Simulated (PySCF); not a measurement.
Ionisation energy of neutral helium (1s² → 1s). PySCF, x2c-QZVPPall plus 1 diffuse shell for each l, spin-free X2C-1e, unrestricted single determinants, no spin-orbit coupling. Methods marked “valence” freeze no core electrons.

The results, method by method:

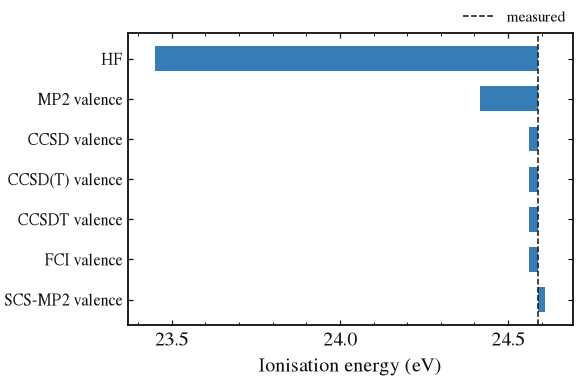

| Method | Ionisation energy (eV) |
| --- | --- |
| HF | 23.45 |
| MP2 valence | 24.42 |
| SCS-MP2 valence | 24.61 |
| CCSD valence | 24.56 |
| CCSD(T) valence | 24.56 |
| CCSDT valence | 24.56 |
| FCI valence | 24.56 |

The values run from 23.45 eV (HF) to 24.61 eV (SCS-MP2 valence). The measured value is 24.59 eV; nearest to it come SCS-MP2 valence (+0.02) and CCSD valence (−0.02), furthest HF (−1.14 eV).
